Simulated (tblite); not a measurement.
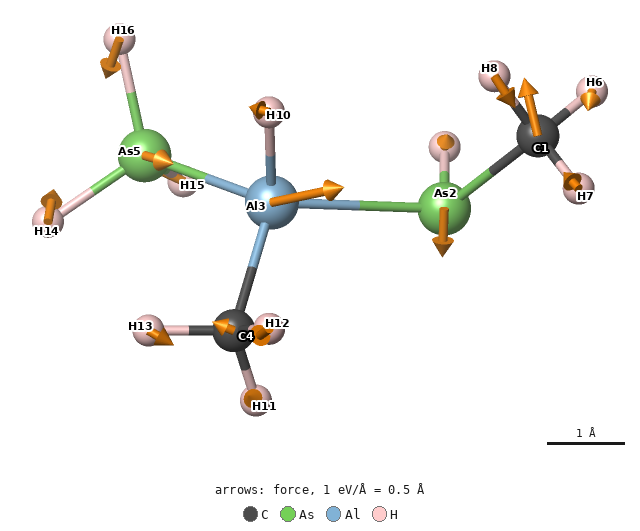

Starting geometry of C2H11AlAs2 with the computed forces as orange arrows. A ball-and-stick model, seen from a free direction.

Theory: GFN2-xTB geometry optimisation, gas phase (tblite 0.8.0). 

Q: What follows when this structure is relaxed?

A: It isn't relaxed: the largest force vector, on the Al atom, is 2.30 eV/Å. The final displacements have little in common with the starting forces (cosine between the two patterns 0.24). An H atom moves most after the best rigid fit: 1.83 Å. By element the largest moves are H 1.83 Å, As 1.26 Å, Al 1.01 Å, C 0.94 Å. Some distances before and after: Al–As 2.463 → 2.789 Å, As–H 1.561 → 1.484 Å, As–H 1.575 → 1.501 Å, C–H 1.130 → 1.097 Å. Among the angles between lasting bonds that change: Al–As–H 111.5° → 146.1°, As–Al–H 105.5° → 76.2°, Al–As–H 108.1° → 82.6°. The energy falls by 45.8 kcal/mol in 285 geometry steps.
